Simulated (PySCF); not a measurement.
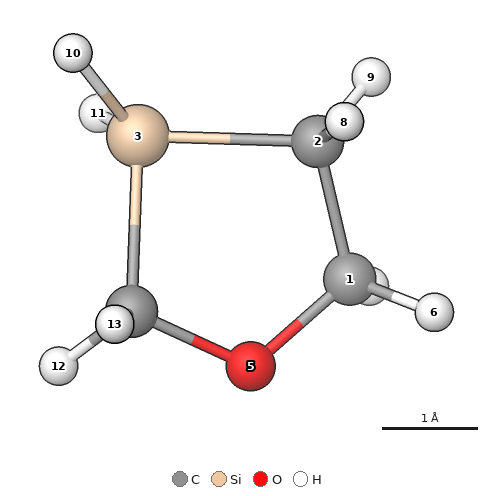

Figure 1. The input geometry (ball-and-stick view, seen on its broad side; atoms are numbered from 1 in the order of the input).

NMR shielding calculation, with input and output: C₃H₈OSi

The run: NMR shielding calculation of C₃H₈OSi, SMILES C1C[SiH2]CO1. Method and program: GIAO PBE0/pcSseg-1 NMR shielding, non-relativistic, gas phase (PySCF 2.14.0).

The geometry comes from this level: GFN2-xTB, coordinate held. Figures and captions count atoms from 1; the log counts them from 0 in places.

The program's output:
```
coarse grid: 10928 points
cycle   1  E = -483.3357085825  dE =  4.771e-01  |g| = 5.653e-01  |ddm| = 3.104e+00
cycle   2  E = -483.2638302963  dE =  7.188e-02  |g| = 8.354e-01  |ddm| = 1.287e+00
cycle   3  E = -483.4000506521  dE = -1.362e-01  |g| = 7.350e-02  |ddm| = 8.641e-01
cycle   4  E = -483.4008134285  dE = -7.628e-04  |g| = 3.527e-02  |ddm| = 6.486e-02
cycle   5  E = -483.4011003398  dE = -2.869e-04  |g| = 6.444e-03  |ddm| = 3.178e-02
cycle   6  E = -483.4011094091  dE = -9.069e-06  |g| = 1.025e-03  |ddm| = 6.053e-03
final grid: 99736 points
cycle   7  E = -483.4418637089  dE = -1.512e-05  |g| = 1.136e-02  |ddm| = 1.887e-02
cycle   8  E = -483.4418367262  dE =  2.698e-05  |g| = 1.661e-02  |ddm| = 1.712e-02
cycle   9  E = -483.4418887447  dE = -5.202e-05  |g| = 1.070e-03  |ddm| = 1.050e-02
cycle  10  E = -483.4418889875  dE = -2.428e-07  |g| = 2.077e-04  |ddm| = 1.171e-03
cycle  11  E = -483.4418889973  dE = -9.794e-09  |g| = 3.407e-05  |ddm| = 2.321e-04
cycle  12  E = -483.4418889975  dE = -2.130e-10  |g| = 1.531e-05  |ddm| = 4.161e-05
```

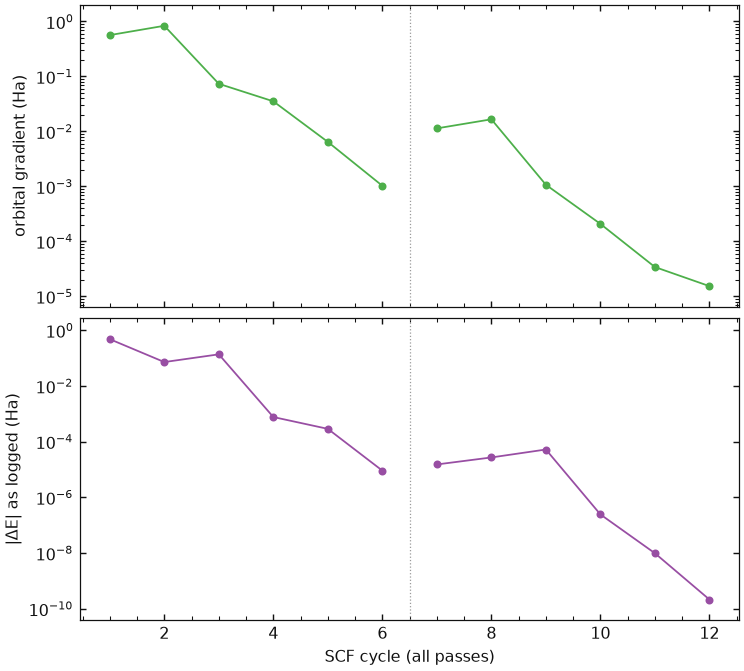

Figure 2. Convergence of the self-consistent field: orbital gradient and size of the energy change against the SCF cycle. The dotted line marks the change from a coarse to the final integration grid. The first 6 cycles use a coarse grid, the final grid takes over at cycle 7, and the field converges after 12 cycles in all.

```
converged SCF energy = -483.4418889975

GIAO shielding tensors (ppm)
atom      isotropic    diamagn.    paramagn.     s11        s22        s33       span
  0 C      113.348     243.565    -130.218     64.884    106.272    168.886    104.002
  1 C      173.915     253.694     -79.779    152.491    175.151    194.104     41.613
  2 Si     387.137     879.920    -492.782    344.396    390.381    426.635     82.239
  3 C      129.656     248.551    -118.895     85.566    110.705    192.697    107.132
  4 O      306.233     395.486     -89.253    210.005    283.853    424.842    214.838
  5 H       27.121      29.087      -1.966     21.774     26.755     32.836     11.062
  6 H       27.624      29.880      -2.255     21.785     27.211     33.877     12.093
  7 H       30.409      31.133      -0.724     25.492     27.728     38.008     12.516
  8 H       30.647      30.303       0.344     26.512     27.346     38.082     11.569
  9 H       27.469      28.926      -1.457     24.288     24.865     33.254      8.966
 10 H       27.576      28.983      -1.406     24.338     24.784     33.608      9.270
 11 H       27.638      29.155      -1.517     23.277     26.100     33.537     10.260
 12 H       27.955      29.743      -1.787     22.607     26.233     35.026     12.419
```

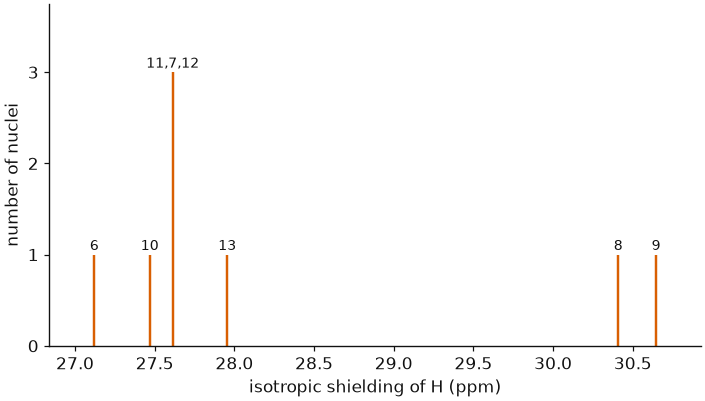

Figure 3. Isotropic shieldings of the hydrogen nuclei in this fixed geometry, labelled by atom number; shielding grows to the right, so chemical shift grows to the left. The least shielded is H6 (27.1 ppm), the most shielded H9 (30.6 ppm).

The run was set up as follows.

Input file:
```
{"job": {"kind": "nmr", "xc": "PBE0", "basis": "pcSseg-1", "every": 2, "pop": false}, "charge": 0, "multiplicity": 1}
C      0.941999    -1.009757    -0.031386
C      1.100186     0.496997     0.177302
Si    -0.587333     1.185440    -0.365630
C     -1.391408    -0.457080     0.183506
O     -0.394650    -1.467733     0.115651
H      1.551775    -1.582931     0.676369
H      1.271676    -1.271727    -1.047851
H      1.275747     0.710474     1.232546
H      1.962195     0.860372    -0.375765
H     -1.048680     2.342948     0.396634
H     -0.671958     1.394398    -1.812926
H     -2.223993    -0.786342    -0.443799
H     -1.767804    -0.398469     1.214344
```

The first line tells a small driver script what to run in PySCF; the rest is the geometry in Å.

Launched with:
```bash
OMP_NUM_THREADS=1 python <driver script> task.json out
```

Key numbers:

| quantity | value |
| --- | --- |
| outcome | converged |
| total energy | −483.441889 hartree |
| HOMO | −6.90 eV |
| LUMO | 0.63 eV |
| dipole moment | 1.65 D |
| isotropic shielding, C | 113.3 to 173.9 ppm |
| isotropic shielding, Si | 387.1 ppm |
| isotropic shielding, O | 306.2 ppm |
| isotropic shielding, H | 27.1 to 30.6 ppm |
| hardware | 1 CPU thread, shared host |
| wall time | 12 s |
| peak memory | 0.67 GiB |
